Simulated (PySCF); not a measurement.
# C₅H₇F: electronic excitations and core binding energies

What electronic excitations and core binding energies should C₅H₇F (`CC#CCCF`) show?

The runs use PySCF 2.14.0, with density-fitted response routines of our own; the level of theory stands in each step. All values are computed, except where a source is named. Atoms count from 0, in the outputs and in this text.

## Step 1: The starting structure

13 atoms, charge 0, multiplicity 1; geometry from: GFN2-xTB.

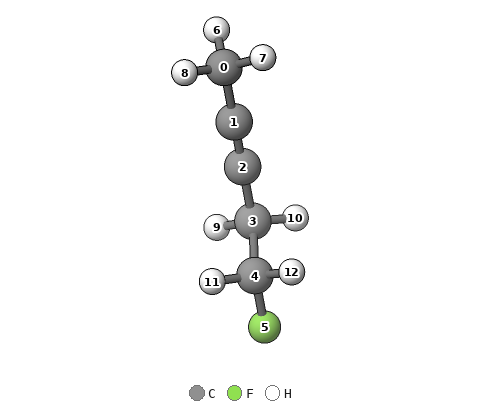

The starting geometry (carbon grey, fluorine green, hydrogen white), atoms numbered.

## Step 2: Excited states and response: wB97X-D/def2-SVPD

The job: settings as JSON, then the geometry in Å.

```
{"job": {"kind": "uv", "xc": "wB97X-D", "basis": "def2-SVPD", "nstates": 8, "ntriplets": 3}, "charge": 0, "multiplicity": 1}
C      2.737931    -0.214237     0.035335
C      1.327146     0.019444     0.254796
C      0.161121     0.217693     0.446190
C     -1.253258     0.452033     0.666083
C     -2.080331    -0.194902    -0.441729
F     -3.418637     0.032118    -0.225278
H      3.309794     0.132835     0.895687
H      3.072334     0.323372    -0.851774
H      2.922081    -1.279135    -0.105821
H     -1.551903     0.032729     1.631168
H     -1.451019     1.527669     0.683000
H     -1.940452    -1.280702    -0.463062
H     -1.839195     0.231570    -1.420915
```

With the program's defaults for keys left out, this is: TDDFT wB97X-D/def2-SVPD, vertical, gas phase, core orbitals frozen in the response.

On the command line:

```sh
> OMP_NUM_THREADS=1 python probes_run.py task.json out
```

The driver reads the jobs from task.json and runs them one after another.

What it wrote:

```text
coarse grid: 10856 points
cycle   1  E = -294.1227797808  dE =  7.874e-01  |g| = 4.981e-01  |ddm| = 7.377e+00
cycle   2  E = -294.1322158986  dE = -9.436e-03  |g| = 5.159e-01  |ddm| = 2.207e+00
cycle   3  E = -294.1748140923  dE = -4.260e-02  |g| = 5.670e-02  |ddm| = 5.624e-01
cycle   4  E = -294.1753601716  dE = -5.461e-04  |g| = 2.360e-02  |ddm| = 1.585e-01
cycle   5  E = -294.1754830136  dE = -1.228e-04  |g| = 9.420e-03  |ddm| = 8.408e-02
cycle   6  E = -294.1755029002  dE = -1.989e-05  |g| = 2.792e-03  |ddm| = 2.469e-02
cycle   7  E = -294.1755048798  dE = -1.980e-06  |g| = 3.757e-04  |ddm| = 8.613e-03
final grid: 105248 points
cycle   8  E = -294.2236237726  dE = -9.512e-05  |g| = 6.769e-03  |ddm| = 2.323e-01
cycle   9  E = -294.2236240831  dE = -3.105e-07  |g| = 7.451e-03  |ddm| = 2.345e-02
cycle  10  E = -294.2236327023  dE = -8.619e-06  |g| = 4.920e-04  |ddm| = 7.661e-03
cycle  11  E = -294.2236327499  dE = -4.759e-08  |g| = 3.674e-04  |ddm| = 2.729e-03
cycle  12  E = -294.2236327801  dE = -3.020e-08  |g| = 1.035e-04  |ddm| = 8.693e-04
cycle  13  E = -294.2236327827  dE = -2.544e-09  |g| = 2.564e-05  |ddm| = 2.127e-04
cycle  14  E = -294.2236327829  dE = -2.398e-10  |g| = 4.591e-06  |ddm| = 1.085e-04
converged SCF energy = -294.2236327829

Static polarisability (au): isotropic 61.195, principal 47.620 50.542 85.422

Singlet excitations
state   eV       nm        f      main configurations
  1   6.7130    184.7   0.00002   H->L+2 0.39, H-1->L+3 0.17, H->L+4 0.16
  2   6.9932    177.3   0.00967   H->L+3 0.41, H-1->L+2 0.25, H-1->L 0.10
  3   7.0338    176.3   0.00017   H-1->L+3 0.72, H->L 0.09
  4   7.1989    172.2   0.01726   H->L 0.76, H->L+4 0.10
  5   7.2562    170.9   0.01823   H-1->L 0.81
  6   8.3766    148.0   0.00394   H->L+1 0.66, H->L+4 0.26
  7   8.4236    147.2   0.03386   H-1->L+1 0.77, H-1->L+4 0.13
  8   8.7758    141.3   0.01099   H-1->L+4 0.54, H-1->L+2 0.30

Triplet excitations (Tamm-Dancoff, eV): 5.6574 6.2024 6.2176
```

Run time: 42 s. Hardware: 1 thread, shared host.

The orbitals next to the gap, with their largest atomic shares:

| orbital | eV | atoms |
| --- | --- | --- |
| HOMO−3 | -12.06 | F5 47 %, C4 18 %, C3 16 % |
| HOMO−2 | -11.62 | F5 40 %, C4 25 %, H12 12 % |
| HOMO−1 | -9.39 | C2 36 %, C1 36 %, C0 7 % |
| HOMO | -9.34 | C1 37 %, C2 37 %, C3 8 % |
| LUMO | 2.19 | C0 23 %, C1 20 %, C2 15 % |
| LUMO+1 | 2.75 | C0 18 %, C4 16 %, C3 12 % |
| LUMO+2 | 3.15 | C4 18 %, F5 14 %, C2 14 % |

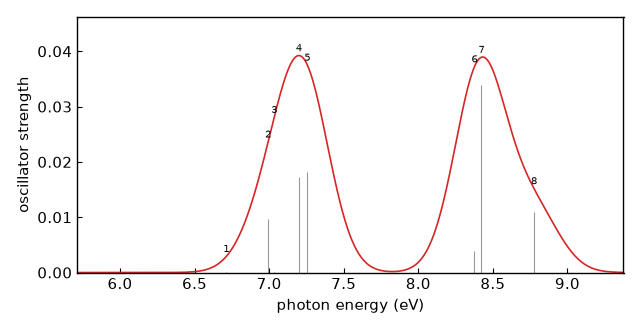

Absorption spectrum from the 8 singlet states computed; above the last one it falls off for lack of states. Lines are broadened to a width of 0.40 eV (Gaussian).

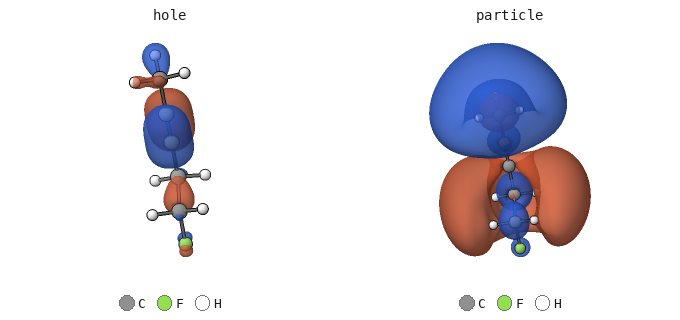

Leading natural transition orbitals of singlet state 7: the electron leaves the hole (left) for the particle orbital (right).

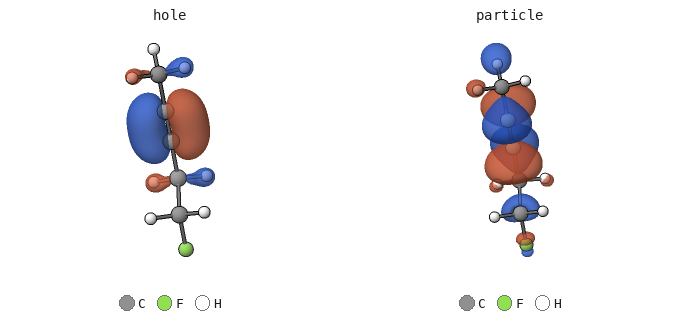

Leading natural transition orbitals of singlet state 1: the electron leaves the hole (left) for the particle orbital (right).

Further results of this job:

```csv
property,computed
dipole moment (D),2.21
polarisability (Å³),9.07
HOMO–LUMO gap (eV),11.54
−ε(HOMO) (eV),9.34
```

The fields below are evaluated on a grid from the run's orbitals.

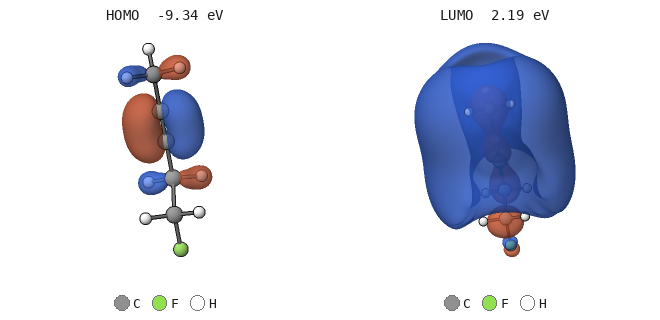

Frontier orbitals at wB97X-D/def2-SVPD; each surface holds 70 % of the orbital's density, blue and red mark the sign.

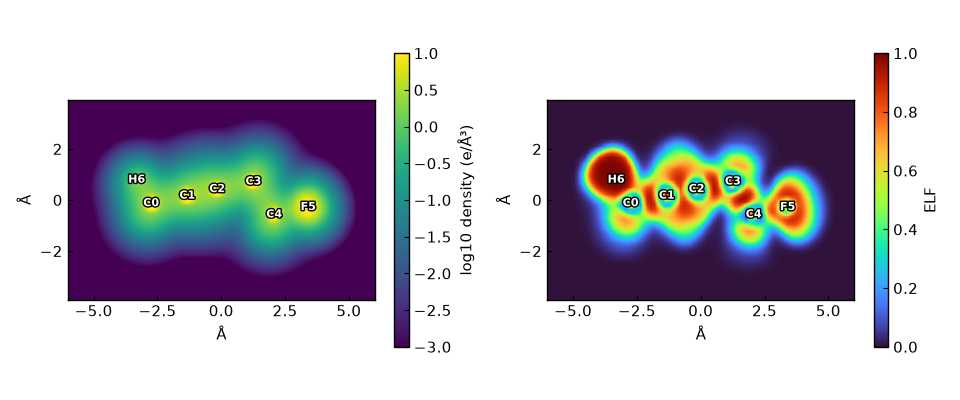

Density (left) and ELF (right) in a plane through or near 7 of the atoms.

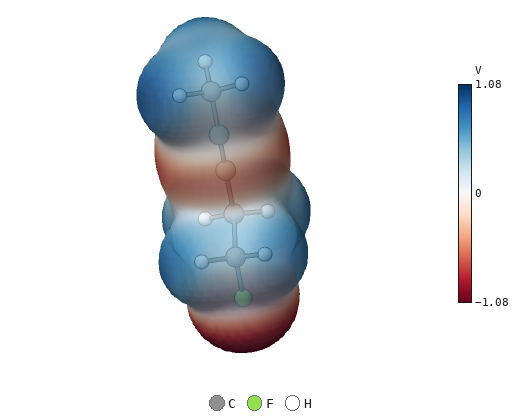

The potential that a unit positive charge feels on the 0.002 e/bohr³ surface, from -1.08 V near F5 to 0.91 V near H8.

## Step 3: X-ray photoelectron lines: SCAN, X2C

Settings changed since step 2:

```diff
@@ -1,2 +1,2 @@
-{"job": {"kind": "uv", "xc": "wB97X-D", "basis": "def2-SVPD", "nstates": 8, "ntriplets": 3}, "charge": 0, "multiplicity": 1}
+{"job": {"kind": "xps"}, "charge": 0, "multiplicity": 1}
 C      2.737931    -0.214237     0.035335
```

Level: delta-SCF UKS SCAN, pcX-2 on the ionised atom, pcseg-1 elsewhere, spin-free X2C.

What it wrote:

```text
ground state, core basis on atom 0 (C), 150 functions
  cycle   1  E = -294.43667632  |g| = 5.58e-01
  cycle   2  E = -294.40387124  |g| = 7.23e-01
  cycle   3  E = -294.50426075  |g| = 1.33e-01
  cycle   4  E = -294.50698646  |g| = 5.80e-02
  cycle   5  E = -294.50757818  |g| = 3.31e-02
  cycle   6  E = -294.50785000  |g| = 5.03e-03
  cycle   7  E = -294.50785710  |g| = 8.57e-04
  cycle   8  E = -294.50785471  |g| = 4.09e-04
  E(ground) = -294.51388548 Eh
hole in C 1s of atom 0
  cycle   1  E = -283.24133284  |g| = 1.50e+00
  cycle   2  E = -282.60263748  |g| = 1.75e+00
  cycle   3  E = -283.59195139  |g| = 6.31e-01
  cycle   4  E = -283.67679264  |g| = 4.68e-01
  cycle   5  E = -283.79106847  |g| = 6.10e-02
  cycle   6  E = -283.79231766  |g| = 2.90e-02
  cycle   7  E = -283.79264064  |g| = 9.77e-03
  cycle   8  E = -283.79268250  |g| = 5.65e-03
  cycle   9  E = -283.79270828  |g| = 2.26e-03
  cycle  10  E = -283.79272369  |g| = 1.71e-03
  cycle  11  E = -283.79273272  |g| = 1.01e-03
  cycle  12  E = -283.79273748  |g| = 5.56e-04
  cycle  13  E = -283.79273952  |g| = 2.32e-04
  E(ion) = -283.79846662 Eh   <S^2> = 0.7707   hole on atom = 1.000   binding energy = 291.581 eV
ground state, core basis on atom 1 (C), 150 functions
  cycle   1  E = -294.51357695  |g| = 6.02e-02
  cycle   2  E = -294.51330481  |g| = 4.08e-02
  cycle   3  E = -294.51309563  |g| = 4.96e-02
  cycle   4  E = -294.51367899  |g| = 1.18e-02
  cycle   5  E = -294.51371581  |g| = 4.28e-04
  cycle   6  E = -294.51371572  |g| = 1.57e-04
  E(ground) = -294.52053868 Eh
hole in C 1s of atom 1
  cycle   1  E = -283.27523507  |g| = 1.51e+00
  cycle   2  E = -281.67434098  |g| = 2.23e+00
  cycle   3  E = -283.68905063  |g| = 5.88e-01
  cycle   4  E = -283.81497072  |g| = 3.03e-01
  cycle   5  E = -283.84467341  |g| = 1.03e-01
  cycle   6  E = -283.84908471  |g| = 4.11e-02
  cycle   7  E = -283.84996994  |g| = 1.41e-02
  cycle   8  E = -283.85021063  |g| = 1.22e-02
  cycle   9  E = -283.85037927  |g| = 7.55e-03
  cycle  10  E = -283.85050167  |g| = 2.44e-03
  cycle  11  E = -283.85050654  |g| = 1.07e-03
  cycle  12  E = -283.85050811  |g| = 5.53e-04
  cycle  13  E = -283.85050844  |g| = 1.11e-04
  E(ion) = -283.85653336 Eh   <S^2> = 0.8366   hole on atom = 1.000   binding energy = 290.182 eV
ground state, core basis on atom 2 (C), 150 functions
  cycle   1  E = -294.51364147  |g| = 6.41e-02
  cycle   2  E = -294.51232629  |g| = 7.86e-02
  cycle   3  E = -294.51326490  |g| = 4.94e-02
  cycle   4  E = -294.51387599  |g| = 7.92e-03
  cycle   5  E = -294.51388981  |g| = 1.03e-03
  cycle   6  E = -294.51389074  |g| = 3.02e-04
  E(ground) = -294.52078207 Eh
hole in C 1s of atom 2
  cycle   1  E = -283.27926161  |g| = 1.52e+00
  cycle   2  E = -282.17215336  |g| = 2.03e+00
  cycle   3  E = -283.61526005  |g| = 7.14e-01
  cycle   4  E = -283.77356494  |g| = 3.89e-01
  cycle   5  E = -283.84543240  |g| = 1.11e-01
  cycle   6  E = -283.85225566  |g| = 2.99e-02
  cycle   7  E = -283.85284472  |g| = 1.34e-02
  cycle   8  E = -283.85310205  |g| = 9.63e-03
  cycle   9  E = -283.85324178  |g| = 6.49e-03
  cycle  10  E = -283.85333692  |g| = 2.44e-03
  cycle  11  E = -283.85334537  |g| = 9.49e-04
  cycle  12  E = -283.85334670  |g| = 4.57e-04
  E(ion) = -283.85935721 Eh   <S^2> = 0.8327   hole on atom = 1.000   binding energy = 290.112 eV
ground state, core basis on atom 3 (C), 150 functions
  cycle   1  E = -294.50946405  |g| = 6.04e-02
  cycle   2  E = -294.50886837  |g| = 5.39e-02
  cycle   3  E = -294.50886054  |g| = 5.37e-02
  cycle   4  E = -294.50959424  |g| = 9.81e-03
  cycle   5  E = -294.50961689  |g| = 5.54e-04
  cycle   6  E = -294.50961733  |g| = 2.08e-04
  E(ground) = -294.51568623 Eh
hole in C 1s of atom 3
  cycle   1  E = -283.23558840  |g| = 1.51e+00
  cycle   2  E = -282.38515191  |g| = 1.92e+00
  cycle   3  E = -283.59102978  |g| = 6.51e-01
  cycle   4  E = -283.68052467  |g| = 4.68e-01
  cycle   5  E = -283.79152696  |g| = 8.66e-02
  cycle   6  E = -283.79405956  |g| = 4.47e-02
  cycle   7  E = -283.79474712  |g| = 1.05e-02
  cycle   8  E = -283.79480181  |g| = 5.48e-03
  cycle   9  E = -283.79482964  |g| = 2.26e-03
  cycle  10  E = -283.79484296  |g| = 1.66e-03
  cycle  11  E = -283.79485077  |g| = 9.63e-04
  cycle  12  E = -283.79485531  |g| = 5.75e-04
  cycle  13  E = -283.79485647  |g| = 2.70e-04
  E(ion) = -283.80046978 Eh   <S^2> = 0.7714   hole on atom = 1.000   binding energy = 291.576 eV
ground state, core basis on atom 4 (C), 150 functions
  cycle   1  E = -294.51317610  |g| = 5.86e-02
  cycle   2  E = -294.51313961  |g| = 2.50e-02
  cycle   3  E = -294.51315192  |g| = 2.49e-02
  cycle   4  E = -294.51325860  |g| = 4.11e-03
  cycle   5  E = -294.51326341  |g| = 5.41e-04
  cycle   6  E = -294.51326340  |g| = 3.55e-04
  E(ground) = -294.51832294 Eh
hole in C 1s of atom 4
  cycle   1  E = -283.19205302  |g| = 1.50e+00
  cycle   2  E = -279.95975822  |g| = 2.66e+00
  cycle   3  E = -283.29334124  |g| = 9.80e-01
  cycle   4  E = -283.66534304  |g| = 4.64e-01
  cycle   5  E = -283.72750140  |g| = 1.90e-01
  cycle   6  E = -283.73353371  |g| = 1.36e-01
  cycle   7  E = -283.74263961  |g| = 3.38e-02
  cycle   8  E = -283.74317128  |g| = 9.25e-03
  cycle   9  E = -283.74322268  |g| = 2.97e-03
  cycle  10  E = -283.74322903  |g| = 1.64e-03
  cycle  11  E = -283.74323176  |g| = 5.72e-04
  cycle  12  E = -283.74323226  |g| = 1.87e-04
  E(ion) = -283.74894160 Eh   <S^2> = 0.7726   hole on atom = 1.000   binding energy = 293.050 eV
ground state, core basis on atom 5 (F), 150 functions
  cycle   1  E = -294.55426630  |g| = 1.17e-01
  cycle   2  E = -294.55401854  |g| = 5.37e-02
  cycle   3  E = -294.55394161  |g| = 5.97e-02
  cycle   4  E = -294.55442518  |g| = 6.19e-03
  cycle   5  E = -294.55443423  |g| = 2.00e-03
  cycle   6  E = -294.55443526  |g| = 2.41e-04
  E(ground) = -294.56211685 Eh
hole in F 1s of atom 5
  cycle   1  E = -268.21952786  |g| = 2.58e+00
  cycle   2  E = -266.71676499  |g| = 2.55e+00
  cycle   3  E = -268.35218818  |g| = 1.15e+00
  cycle   4  E = -269.03848064  |g| = 3.92e-01
  cycle   5  E = -269.00769079  |g| = 4.28e-01
  cycle   6  E = -269.10117704  |g| = 9.75e-02
  cycle   7  E = -269.10565473  |g| = 1.65e-02
  cycle   8  E = -269.10577387  |g| = 6.82e-03
  cycle   9  E = -269.10579784  |g| = 1.15e-03
  cycle  10  E = -269.10579954  |g| = 5.67e-04
  cycle  11  E = -269.10580062  |g| = 3.61e-04
  E(ion) = -269.11942349 Eh   <S^2> = 0.7573   hole on atom = 1.000   binding energy = 692.331 eV
```

It took 91 s on 1 thread, shared host.

The holes in one table. −ε is the ground-state orbital energy:

```
     hole  stands for                environment  ΔSCF (eV)  −ε (eV)   ⟨S²⟩
C1s on C0          C0  propargylic methyl carbon     291.58    274.2  0.771
C1s on C1          C1              alkyne carbon     290.18    273.4  0.837
C1s on C2          C2              alkyne carbon     290.11    273.3  0.833
C1s on C3          C3        propargylic sp3 CH2     291.58    274.4  0.771
C1s on C4          C4        sp3 CH2 bonded to F     293.05    275.7  0.773
F1s on F5          F5  fluorine on an sp3 carbon     692.33    666.2  0.757
```

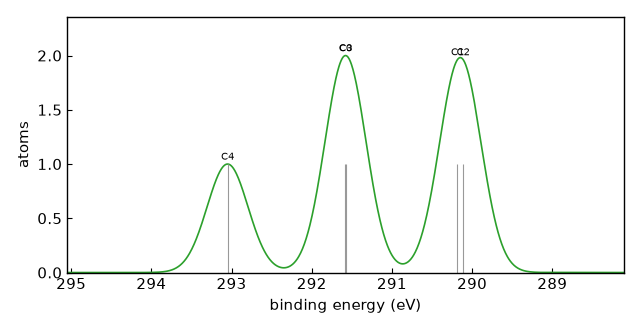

The C1s photoelectron lines, weighted by the number of atoms. Lines are broadened to a width of 0.60 eV (Gaussian).

## Step 4: Outcome

```
                                quantity                                                     value
      lowest singlet (wB97X-D/def2-SVPD)                               6.71 eV (185 nm), f = 0.000
brightest single state of those computed                               state 7, 8.42 eV, f = 0.034
                          lowest triplet                                                   5.66 eV
   surface potential, least and greatest                                        -1.08 V and 0.91 V
        C1s binding energies, SCAN/pcX-2  C4 293.05, C0 291.58, C3 291.58, C1 290.18, C2 290.11 eV
        F1s binding energies, SCAN/pcX-2                                              F5 692.33 eV
```

In words: The lowest singlet, at 6.71 eV, is HOMO→LUMO+2 0.39, HOMO−1→LUMO+3 0.17 and is dark; of the 8 states computed, the strongest absorption comes from state 7 at 8.42 eV. The lowest triplet lies 1.06 eV below the lowest singlet (triplets in Tamm-Dancoff, singlets in full TDDFT). C4 (sp3 CH2 bonded to F) binds its C1s electron 2.94 eV more tightly than C2 (alkyne carbon).
